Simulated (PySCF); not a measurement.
# CHFO (formyl fluoride): PBE/def2-TZVPP

What is the vertical singlet–triplet gap of CHFO (formyl fluoride) at PBE/def2-TZVPP? 

The results are computed with PySCF 2.14.0.

2 further runs of the same task are left out: 2 set aside as unsound or not needed.

### Step 1. The molecule

CHFO: 4 atoms, total charge 0, spin state singlet. As SMILES, `O=CF`. Geometry: relaxed at GFN2-xTB.

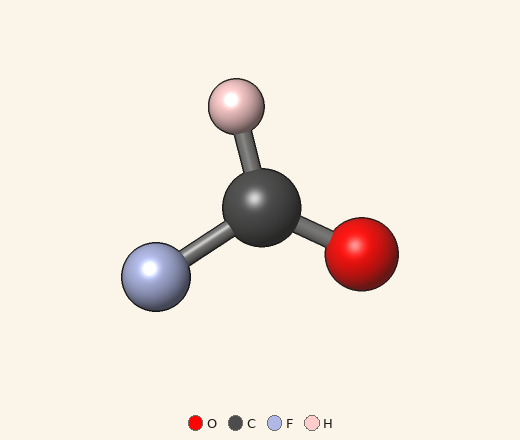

Viewed from a chosen angle; oxygen red, carbon dark grey, fluorine light blue, hydrogen pink.

### Step 2. A single-point energy at PBE/def2-TZVPP

run.py

```python
from pyscf import gto, dft

mol = gto.M(
    atom='''
O   -0.889680   0.196020   0.829980
C   -0.049740   0.073340   0.022930
F    0.584370  -1.090860  -0.181350
H    0.355050   0.821510  -0.671560
''',
    max_memory=1860,
    basis='def2-tzvpp',
    verbose=4,
)

mf = dft.RKS(mol)
mf.xc = 'pbe'
mf.conv_tol = 1e-10
mf.grids.level = 5
mf.kernel()
if not mf.converged:
    mf = mf.newton().run(mf.mo_coeff, mf.mo_occ)

energy = mf.e_tot
print(f'total energy: {energy:.8f} hartree')
```

Run with:

```sh
$ OMP_NUM_THREADS=1 python run.py
```

Log:

```text
PySCF version 2.14.0

[INPUT] num. atoms = 4
[INPUT] num. electrons = 24
[INPUT] charge = 0
[INPUT] spin (= nelec alpha-beta = 2S) = 0
[INPUT] symmetry False subgroup None
[INPUT] Mole.unit = angstrom
[INPUT] Symbol           X                Y                Z      unit          X                Y                Z       unit  Magmom
[INPUT]  1 O     -0.889680000000   0.196020000000   0.829980000000 AA   -1.681251538503   0.370424114937   1.568434888867 Bohr   0.0
[INPUT]  2 C     -0.049740000000   0.073340000000   0.022930000000 AA   -0.093994977436   0.138592513976   0.043331420036 Bohr   0.0
[INPUT]  3 F      0.584370000000  -1.090860000000  -0.181350000000 AA    1.104299255412  -2.061426640243  -0.342701832690 Bohr   0.0
[INPUT]  4 H      0.355050000000   0.821510000000  -0.671560000000 AA    0.670947260527   1.552428908591  -1.269064476213 Bohr   0.0

nuclear repulsion = 67.6421796964721
number of shells = 39
number of NR pGTOs = 154
number of NR cGTOs = 107
basis = def2-tzvpp
ecp = {}

******** <class 'pyscf.dft.rks.RKS'> ********
method = RKS
initial guess = minao
damping factor = 0
level_shift factor = 0
DIIS = <class 'pyscf.scf.diis.CDIIS'>
diis_start_cycle = 1
diis_space = 8
diis_damp = 0
SCF conv_tol = 1e-10
SCF conv_tol_grad = None
SCF max_cycles = 50
direct_scf = True
direct_scf_tol = 1e-13
XC library pyscf.dft.libxc version 7.0.0
    S. Lehtola, C. Steigemann, M. J.T. Oliveira, and M. A.L. Marques.,  SoftwareX 7, 1–5 (2018)
XC functionals = pbe
    J. P. Perdew, K. Burke, and M. Ernzerhof.,  Phys. Rev. Lett. 77, 3865 (1996)
    J. P. Perdew, K. Burke, and M. Ernzerhof.,  Phys. Rev. Lett. 78, 1396 (1997)
    J. P. Perdew, K. Burke, and M. Ernzerhof.,  Phys. Rev. Lett. 77, 3865 (1996)
    J. P. Perdew, K. Burke, and M. Ernzerhof.,  Phys. Rev. Lett. 78, 1396 (1997)
radial grids:
    Treutler-Ahlrichs [JCP 102, 346 (1995); DOI:10.1063/1.469408] (M4) radial grids

becke partition: Becke, JCP 88, 2547 (1988); DOI:10.1063/1.454033
pruning grids: <function nwchem_prune>
grids dens level: 5
symmetrized grids: False
atomic radii adjust function: <function treutler_atomic_radii_adjust>
small_rho_cutoff = 0
Set gradient conv threshold to 1e-05
Initial guess from minao.
tot grids = 153376
init E= -214.009666890747
  HOMO = -0.371230239694295  LUMO = -0.0941551141348818  gap/eV = 7.53960
cycle= 1 E= -213.506986345937  delta_E= 0.503  |g|= 0.903  |ddm|= 1.66
  HOMO = -0.13977004386815  LUMO = 0.00190309115523294  gap/eV = 3.85512
cycle= 2 E= -212.498414432512  delta_E= 1.01  |g|=  2.4  |ddm|= 1.83
  HOMO = -0.29183563379048  LUMO = -0.0663758160014254  gap/eV = 6.13507
cycle= 3 E= -213.617736525717  delta_E= -1.12  |g|= 0.431  |ddm|= 1.57
  HOMO = -0.285120905081858  LUMO = -0.0722642525806734  gap/eV = 5.79212
cycle= 4 E= -213.645674077014  delta_E= -0.0279  |g|= 0.161  |ddm|= 0.281
  HOMO = -0.290784951328103  LUMO = -0.0818553154894879  gap/eV = 5.68526
cycle= 5 E= -213.64937363743  delta_E= -0.0037  |g|= 0.03  |ddm|= 0.0735
  HOMO = -0.286283295868849  LUMO = -0.0763367647598052  gap/eV = 5.71294
cycle= 6 E= -213.649564771671  delta_E= -0.000191  |g|= 0.00811  |ddm|= 0.0233
  HOMO = -0.287322649480373  LUMO = -0.077087595057062  gap/eV = 5.72079
cycle= 7 E= -213.64957910209  delta_E= -1.43e-05  |g|= 0.000749  |ddm|= 0.00606
  HOMO = -0.287339680676496  LUMO = -0.0770696286349626  gap/eV = 5.72174
cycle= 8 E= -213.649579193515  delta_E= -9.14e-08  |g|= 0.00021  |ddm|= 0.000647
  HOMO = -0.287338399851542  LUMO = -0.0770700453265469  gap/eV = 5.72169
cycle= 9 E= -213.64957920171  delta_E= -8.2e-09  |g|= 2.09e-05  |ddm|= 0.000131
  HOMO = -0.28733779359937  LUMO = -0.0770688615089767  gap/eV = 5.72171
cycle= 10 E= -213.64957920178  delta_E= -6.99e-11  |g|= 6.31e-06  |ddm|= 1.42e-05
  HOMO = -0.287339106024355  LUMO = -0.0770695048187875  gap/eV = 5.72173
Extra cycle  E= -213.649579201736  delta_E= 4.46e-11  |g|= 1.75e-05  |ddm|= 1.18e-05
converged SCF energy = -213.649579201736
total energy: -213.64957920 hartree
```

Wall time 12 s (1 thread of Arm Neoverse V1, shared host); peak memory 0.53 GiB.

### Step 3. The triplet at the same level

job.py

```python
from pyscf import gto, dft

mol = gto.M(
    atom=[
    ('O', (-0.889680, 0.196020, 0.829980)),
    ('C', (-0.049740, 0.073340, 0.022930)),
    ('F', (0.584370, -1.090860, -0.181350)),
    ('H', (0.355050, 0.821510, -0.671560)),
],
    basis='def2-tzvpp',
    charge=0,
    spin=2,
    max_memory=1860,
    verbose=3,
)

ks = dft.UKS(mol)
ks.xc = 'pbe'
ks.grids.level = 5
ks.conv_tol = 1e-10
ks.kernel()
if not ks.converged:
    ks = ks.newton().run(ks.mo_coeff, ks.mo_occ)

energy = ks.e_tot
print('Final energy', energy)
```

Run with:

```sh
$ OMP_NUM_THREADS=1 python job.py
```

Log:

```text
WARN: HOMO -0.0941551141348818 >= LUMO -0.371230239694295

WARN: HOMO -0.0482156131920561 >= LUMO -0.189592820937811

WARN: HOMO -0.0850212202327043 >= LUMO -0.292095123350315

WARN: HOMO -0.0942188715684544 >= LUMO -0.287600462088555

WARN: HOMO -0.0959642076528873 >= LUMO -0.289805440884781

WARN: HOMO -0.0917376007311965 >= LUMO -0.286099731323116

WARN: HOMO -0.0929396213498315 >= LUMO -0.286838481799737

WARN: HOMO -0.0928932737172445 >= LUMO -0.286738167106996

WARN: HOMO -0.0929073030468786 >= LUMO -0.286745593211098

WARN: HOMO -0.0929091340390578 >= LUMO -0.286748975788615

WARN: HOMO -0.0929083290298856 >= LUMO -0.286748898993537

WARN: HOMO -0.0929092842249659 >= LUMO -0.286750193039296

converged SCF energy = -213.447619530309  <S^2> = 2.0035708  2S+1 = 3.0023796
Final energy -213.44761953030854
```

Wall time 23 s (1 thread of Arm Neoverse V1, shared host); peak memory 0.55 GiB.

### Step 4. Results

At PBE/def2-TZVPP:

| quantity | value |
| --- | --- |
| singlet: total energy | -213.64958 Eh |
| singlet: dipole moment | 1.95 D |
| singlet: HOMO energy | -7.82 eV |
| singlet: LUMO energy | -2.10 eV |
| singlet: HOMO–LUMO gap | 5.72 eV |
| triplet: total energy | -213.44762 Eh |
| triplet: dipole moment | 1.16 D |
| triplet: HOMO energy (highest over α and β) | -2.53 eV |
| triplet: ⟨S²⟩ | 2.004 |
| vertical energy of the triplet above the singlet | 5.496 eV |

**Reading.** At this shape the triplet lies 5.50 eV (530 kJ/mol) above the singlet. Mulliken charges (singlet) run from -0.16 on O1 to +0.20 on C2. Mulliken charges (triplet) run from -0.13 on F3 to +0.14 on H4.
